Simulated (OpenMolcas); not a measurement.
# singlet C2H3ClNSi+ at 6 levels

Wanted: a comparison of 6 runs (HF/3-21G, BHLYP/def2-SVP, PBE/def2-SVP, TPSS/def2-SVP, revPBE/def2-SVP, MP2/def2-SVP) of singlet C2H3ClNSi+. 

The results are computed with OpenMolcas 26.06.

## (1) The structure to begin with

C2H3ClNSi+: 8 atoms, total charge +1, spin state singlet. As SMILES of the parent species, `C[Si](Cl)C#N`. Geometry: relaxed at PBE0-D4/def2-TZVP. That shape belongs to the parent species and isn't relaxed for this state.

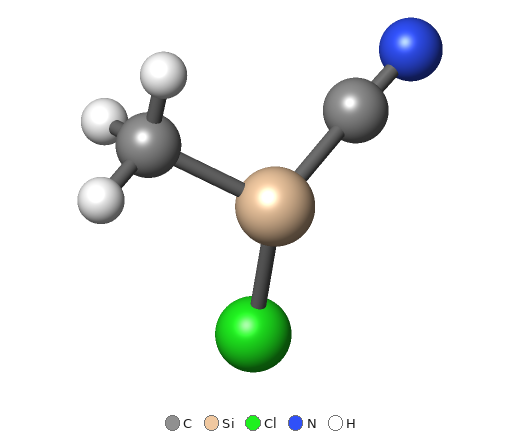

The structure, seen from a chosen angle (carbon grey, silicon light orange, chlorine green, nitrogen blue, hydrogen white).

## (2) The energy at HF/3-21G (run 1)

Contents of mol.input:

```
&gateway
  baslib=$CurrDir
  coord
  8
  bohr
  C     -1.34340630    -1.02952279     1.47889967
  Si     1.13156800     1.22492047     0.42594427
  Cl     4.69256791    -0.17536658     0.96905156
  C      0.76666189     1.86950606    -2.97518481
  N      0.45674680     2.45362040    -5.05369458
  H     -1.13496951    -2.81852651     0.46638441
  H     -1.18296855    -1.38290158     3.50355224
  H     -3.21196749    -0.24944385     1.07978951
  basis=3-21G
  group=NoSym

&seward

&scf
  charge=1
  thresholds=1e-10 1e-07 1e-07 1e-05
  prorbitals=1 2
```

The basis set 3-21G is read from a file made from the Basis Set Exchange's data (not shown).

Started as:

```
$ export MOLCAS_MEM=1860
$ pymolcas mol.input > mol.log
```

What it wrote:

```text
--- Start Module: gateway ---
[...]
--- Stop Module: gateway /rc=_RC_ALL_IS_WELL_ ---
--- Start Module: seward ---
[...]
      Basis functions           59
--- Stop Module: seward /rc=_RC_ALL_IS_WELL_ ---
[...]
--- Start Module: scf ---
[...]
       Convergence after  20 Iterations
[...]
::    Total SCF energy                               -875.5905527431
[...]
      Total spin, S                                     0.0000000000
[...]
      Total electronic charge=   52.000000
      Total            charge=    1.000000
[...]
      Dipole Moment (debye):
      Origin of the operator (angstrom)=    0.9653    0.3465   -0.1925
                   X= -3.9248E+00               Y=  9.6843E-01               Z=  4.4581E+00           Total=  6.0180E+00
      Center of Charge (angstrom)
[...]
--- Stop Module: scf /rc=_RC_ALL_IS_WELL_ ---
[...]
```

Run time: 4.2 s. Hardware: 1 thread of Intel Xeon Platinum 8259CL at 2.50GHz (Skylake/Cascade Lake), shared host; peak memory 0.39 GiB.

## (3) A single-point energy at BHLYP/def2-SVP (run 2)

Contents of struct.xyz:

```xyz
8

C     -0.710900    -0.544800     0.782600
Si     0.598800     0.648200     0.225400
Cl     2.483200    -0.092800     0.512800
C      0.405700     0.989300    -1.574400
N      0.241700     1.298400    -2.674300
H     -0.600600    -1.491500     0.246800
H     -0.626000    -0.731800     1.854000
H     -1.699700    -0.132000     0.571400
```

Contents of run.input:

```
&GATEWAY
BasLib = $CurrDir
Coord = struct.xyz
Basis = def2-SVP
Group = NoSym
&SEWARD
GridInput
Grid=UltraFine
End of Grid
&SCF
Charge = 1
KSDFT = HYB_GGA_XC_BHANDHLYP
Thresholds = 1e-10 1e-07 1e-07 1e-05
PrOrbitals = 1 1
```

The basis set def2-SVP is read from a file made from the Basis Set Exchange's data (not shown).

Started as:

```
$ export MOLCAS_MEM=1860
$ pymolcas run.input > run.log
```

What it wrote:

```text
--- Start Module: gateway ---
[...]
--- Stop Module: gateway /rc=_RC_ALL_IS_WELL_ ---
--- Start Module: seward ---
[...]
      Basis functions           93
--- Stop Module: seward /rc=_RC_ALL_IS_WELL_ ---
[...]
--- Start Module: scf ---
[...]
       Convergence after  19 Iterations
[...]
::    Total KS-DFT energy                            -881.7197449803
[...]
      Total spin, S                                     0.0000000000
[...]
      Total electronic charge=   52.000000
      Total            charge=    1.000000
[...]
      Dipole Moment (debye):
      Origin of the operator (angstrom)=    0.9653    0.3465   -0.1925
                   X= -2.8504E+00               Y=  2.4628E-01               Z=  4.5432E+00           Total=  5.3690E+00
      Center of Charge (angstrom)
[...]
--- Stop Module: scf /rc=_RC_ALL_IS_WELL_ ---
[...]
```

Wall time 38 s (1 thread of Intel Xeon Platinum 8259CL at 2.50GHz (Skylake/Cascade Lake), shared host); peak memory 0.51 GiB.

Runs 3 to 5 aren't shown in full; the table further down has their settings and results.

## (4) A single-point energy at MP2/def2-SVP (run 6)

Contents of coord.xyz:

```xyz
8

C     -0.710900    -0.544800     0.782600
Si     0.598800     0.648200     0.225400
Cl     2.483200    -0.092800     0.512800
C      0.405700     0.989300    -1.574400
N      0.241700     1.298400    -2.674300
H     -0.600600    -1.491500     0.246800
H     -0.626000    -0.731800     1.854000
H     -1.699700    -0.132000     0.571400
```

Contents of test.input:

```
* C2H3ClNSi MP2

&GATEWAY
 BasLib = $CurrDir
 Coord = coord.xyz
 Basis = def2-SVP
 Group = NoSym

&SEWARD

&SCF
 Charge = 1
 Thresholds = 1e-10 1e-07 1e-07 1e-05
 PrOrbitals = 0

&MBPT2
 Frozen = 13
```

The basis set def2-SVP is read from a file made from the Basis Set Exchange's data (not shown).

Started as:

```
$ export MOLCAS_MEM=1860
$ pymolcas test.input > test.log
```

What it wrote:

```text
--- Start Module: gateway ---
[...]
--- Stop Module: gateway /rc=_RC_ALL_IS_WELL_ ---
[...]
      Basis functions           93
[...]
--- Start Module: scf ---
[...]
       Convergence after  20 Iterations
[...]
::    Total SCF energy                               -879.7282731610
[...]
      Total spin, S                                     0.0000000000
[...]
      Total electronic charge=   52.000000
      Total            charge=    1.000000
[...]
      Dipole Moment (debye):
      Origin of the operator (angstrom)=    0.9653    0.3465   -0.1925
                   X= -3.0472E+00               Y=  5.9166E-01               Z=  4.8192E+00           Total=  5.7324E+00
      Center of Charge (angstrom)
[...]
--- Stop Module: scf /rc=_RC_ALL_IS_WELL_ ---
[...]
--- Start Module: mbpt2 ---
[...]
WARNING!
Default frozen orbitals as non valence orbitals is overwritten by user input.
Default values:  10
[...]
       Reference weight ( Cref**2 )         =        0.80078
::    Total MBPT2 energy                             -880.3603073352
[...]
      Total MBPT2 calculations                           0.41      0.47
--- Stop Module: mbpt2 /rc=_RC_ALL_IS_WELL_ ---
[...]
```

Run time: 13 s. Hardware: 1 thread of Intel Xeon Platinum 8259CL at 2.50GHz (Skylake/Cascade Lake), shared host; peak memory 0.51 GiB.

## (5) The series

| run | level | integration grid | frozen core orbitals | energy (Eh) | HOMO energy (eV) | LUMO energy (eV) | HOMO–LUMO gap (eV) | wall time |
| --- | --- | --- | --- | --- | --- | --- | --- | --- |
| 1 | HF/3-21G | – | – | -875.590553 | -18.62 | -8.06 | 10.55 | 4.2 s |
| 2 | BHLYP/def2-SVP | UltraFine | – | -881.719745 | -16.51 | -10.03 | 6.48 | 38 s |
| 3 | PBE/def2-SVP | UltraFine | – | -881.309176 | -13.67 | -11.50 | 2.18 | 51 s |
| 4 | TPSS/def2-SVP | UltraFine | – | -881.877165 | -13.87 | -11.48 | 2.39 | 61 s |
| 5 | revPBE/def2-SVP | UltraFine | – | -881.634609 | -13.64 | -11.44 | 2.21 | 47 s |
| 6 | MP2/def2-SVP | – | 13 | -880.360307 | -18.44 | -7.75 | 10.69 | 13 s |

## (6) Results

| quantity | value |
| --- | --- |
| run 6: total energy | -880.36031 Eh |
| run 6: HOMO energy (Hartree–Fock orbitals) | -18.44 eV |
| run 6: LUMO energy (Hartree–Fock orbitals) | -7.75 eV |
| run 6: HOMO–LUMO gap (Hartree–Fock orbitals) | 10.69 eV |
| run 6: correlation energy (13 core orbitals frozen) | -632.0 mEh |

**Reading.** Over runs 1, 2, 3, 4, 5 the HOMO–LUMO gap runs from 2.18 eV (PBE/def2-SVP) to 10.55 eV (HF/3-21G). The two ends differ in method and basis. Totals of different functionals can't be ranked against each other. All runs together took 3.6 min, the longest 61 s.
